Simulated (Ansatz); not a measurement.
## HfS2, response to strain

Start from HfS₂ in the CdI2 type structure (space group P-3m1, No. 164; layered, stacked along the Cartesian z axis).

```xyz
3
Lattice="3.5475 0.0000 0.0000 -1.7737 3.0722 0.0000 0.0000 0.0000 5.5768" Properties=species:S:1:pos:R:3 pbc="T T T"
Hf     0.0000     0.0000     0.0000
S      1.7737     1.0241     1.4606
S      0.0000     2.0481     4.1163
```

Strains are applied to the cell and any free atomic positions relax.

The values are results of PBEsol-D3(BJ) (Ansatz, a quantum-chemistry and plane-wave program), no spin-orbit coupling, not measurements.

Notes on the quantities. energy relative to the base: free energy F.

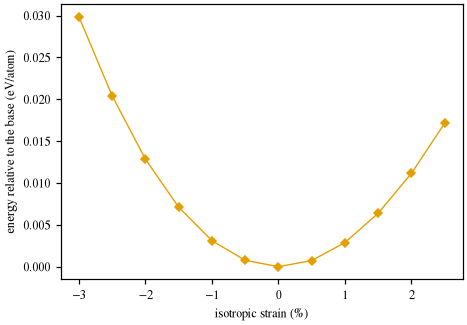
Figure. Energy relative to the base against isotropic strain

**Question.** From the plot, what is the energy relative to the base for isotropic strain −2.00 %?

**Answer.** About 0.013 eV/atom.

**Question.** Is the trend monotonic over the range shown?

**Answer.** No, it turns within the range, spanning 0 meV/atom to +30 meV/atom.

The mesh was chosen for an insulator and is coarse for the gapless case. Stability against distortions was not tested. All final runs are without spin polarisation.
